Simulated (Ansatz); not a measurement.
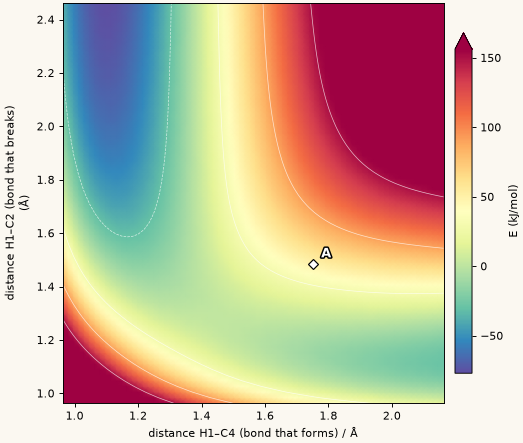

The reacting system C2H7O (fragments CH₄O + CH₃ where the first distance is long, CH₄ + CH₃O where the second is long), spin multiplicity 2. First axis: distance H1–C4 (bond that forms). Second axis: distance H1–C2 (bond that breaks). Relaxed at each point: all other coordinates. The grid has 8 × 8 points. Points are written as (first, second). All energies are given in kJ/mol relative to a guessed transition structure relaxed with its forming and breaking bonds held. The calculation used UKS r2SCAN-D4/def2-SVP in Ansatz.

In the figure: a smooth colour map with a few white contour lines, one colour for all values above the top of the scale, the point A. Between grid points the surface is interpolated.

### Which way does the force act at A, and how strong is it?

A, at (1.751 Å, 1.483 Å), is not a stationary point. The computed force is 91 kJ/mol for each Å towards smaller values of the first coordinate and 230 kJ/mol for each Å towards smaller values of the second coordinate.
